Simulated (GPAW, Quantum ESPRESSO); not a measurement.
The Y L₃ edge of atom 2 in YTe (Fm-3m), with 6 Te at 3.04 Å (octahedral, site symmetry m-3m), was computed in 2 ways: excited-electron core hole (neutral cell) and no core hole. Program and functional: GPAW, LDA, Gaussian full width 1.5 eV up to 4 eV, rising linearly to 3.5 eV at 25 eV; cells of 2 and 8 atoms (the run without a hole in the smaller).

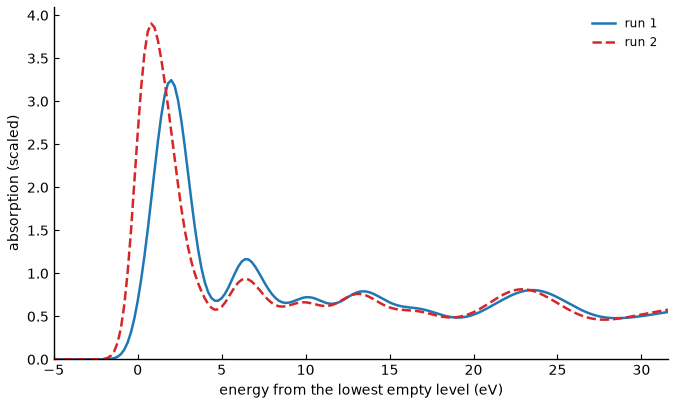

Each run is counted from its own lowest empty level or Fermi level and scaled to a mean of 1 over its first 20 eV.

The database entry behind the starting cell differs from later determinations by our own check (0.1 to 0.3 % short, probably kX units), so it need not match the best structure at ambient conditions.

Q: Which run is which?

Run 1: no core hole (area from −2 to 6 eV 10.5, main maxima 2.0 eV (3.25), 6.4 eV (1.16), 13.4 eV (0.79) and 23.6 eV (0.81)). Run 2: excited-electron core hole (neutral cell) (area from −2 to 6 eV 12.5, main maxima 0.8 eV (3.90), 6.4 eV (0.94), 13.2 eV (0.76) and 23.0 eV (0.81)). With each curve scaled to its own mean, the area from −2 to 6 eV with the hole is 12.5 against 10.5, and the centre of weight from −1 to 20 eV moves by -0.9 eV: the hole pulls the absorber's empty states down.

[Hosts, paths, dates, database ids (printed as entryN), source tags and the programs' standing remarks are cut or masked in the printed files.]

[Lists of maxima count a maximum above −3 eV only where it reaches 4 % of the highest in the window and stands out from its surroundings by 2 % of it (1.5 % where it reaches 55 %); shoulders and weaker maxima are passed over, and of the rest the first, up to two pre-edge ones and the few strongest are named.]
